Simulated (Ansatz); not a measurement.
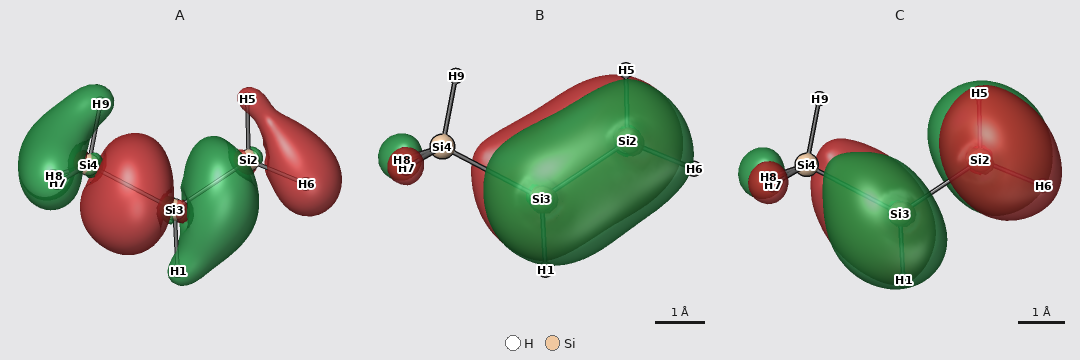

*H6Si3. Three frontier orbitals at ±0.08 Å⁻³ᐟ² (green and red are the two phases), in no order.*

The product side of a reaction path; geometry: PBE0-D4/def2-TZVP.

These are results of Ansatz, RKS PBE0-D4/def2-TZVPP, not measurements.

```xyz
9

H    -0.6774   -1.4936   -1.7423
Si   -1.4077   -0.9413    1.2583
Si   -0.4399   -0.5657   -0.6100
Si    1.2759    0.9832   -0.6920
H    -1.1900   -0.0439    2.4149
H    -2.4955   -1.9269    1.4523
H     1.0364    1.9917   -1.7583
H     2.5884    0.3343   -0.9518
H     1.3098    1.6622    0.6289
```

Which picture is the HOMO−1, the HOMO and the LUMO?

Answer. A is the HOMO−1 (−8.52 eV). Its weight (Hirshfeld) is mainly on Si3 (about 35 %), Si4 (about 30 %), Si2 (about 20 %) and H6 (about 5 %). B is the HOMO (−6.03 eV). Its weight (Hirshfeld) is mainly on Si3 (about 45 %) and Si2 (about 45 %); π-bonding across Si3–Si2. C is the LUMO (−1.97 eV). It lies mainly on Si2 (about 45 %), Si3 (about 35 %) and Si4 (about 10 %); π-antibonding (π*) across Si2–Si3.

What is the HOMO–LUMO gap?

Answer. 4.06 eV between the orbital energies.
